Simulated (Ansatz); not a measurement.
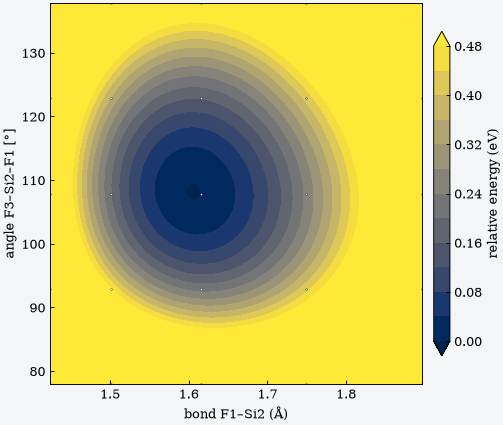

F₃Si, SMILES F[Si](F)F, spin multiplicity 2. Two internal coordinates are moved rigidly from the geometry relaxed at PBE0-D4/def2-TZVP, all others fixed. The first coordinate is: bond F1–Si2; the second: angle F3–Si2–F1. The grid has 5 × 5 points. Points are written as (first, second). Energies are in eV, from the lowest grid point. All numbers below come from UKS PBE-D4/def2-TZVPP in Ansatz 0.2.0.

Drawn: filled contours, dots at the grid points, one colour for all values above the top of the scale. Between grid points the surface is interpolated.

Where is the minimum, and how stiff is the well along each coordinate?

The interpolated minimum is at bond F1–Si2 ≈ 1.603 Å, angle F3–Si2–F1 ≈ 108°. The curvatures there are about 31 eV/Å² and 5.2 eV/rad², with a cross term of about 0.7 eV/(Å·rad). Round the minimum the two coordinates are weakly coupled (coupling 0.06 in units of the two stiffnesses).
